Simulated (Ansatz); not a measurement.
**C3H6O: a line through the functionals**

C3H6O has 10 atoms, charge 0, and is taken as a singlet. SMILES: `CC1CO1`. Geometry: relaxed at PBE0-D4/def2-TZVP.

The vertical energy of the triplet above the singlet y, in eV, basis def2-SVP; a is the functional's share of exact exchange. Programs: Ansatz 0.2.0.

| functional | program | a | y (eV) |
| --- | --- | --- | --- |
| PBE | Ansatz | 0 | 7.83 |
| r2SCAN | Ansatz | 0 | 7.95 |
| B3LYP | Ansatz | 0.2 | 8.10 |
| r2SCAN0 | Ansatz | 0.25 | ? |
| PBE0 | Ansatz | 0.25 | 8.11 |
| BHLYP | Ansatz | 0.5 | 8.24 |

Q: Fit y = c + s·a to the known rows and predict r2SCAN0.

A: 
1. Means of the 5 rows: a = 0.1900, y = 8.046.
2. Σ(Δa)² = 0.172, Σ(Δa·Δy) = 0.1238, so the slope is 0.1238/0.172 = 0.71977.
3. Intercept: 8.046 − (0.71977) × 0.1900 = 7.909. The largest residual of the fit is 0.079.
4. r2SCAN0: 7.909 + (0.71977) × 0.25 = 8.09 eV.

The run gave 8.06 eV, so the prediction is off by +0.03 eV, within the scatter of the fit. The rows mix families of semi-local functionals, which the line can't see.

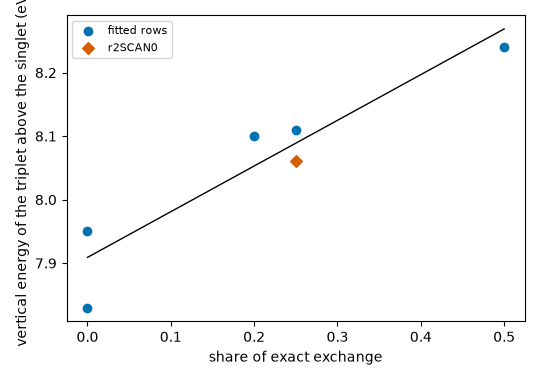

The fitted line, with the withheld row.
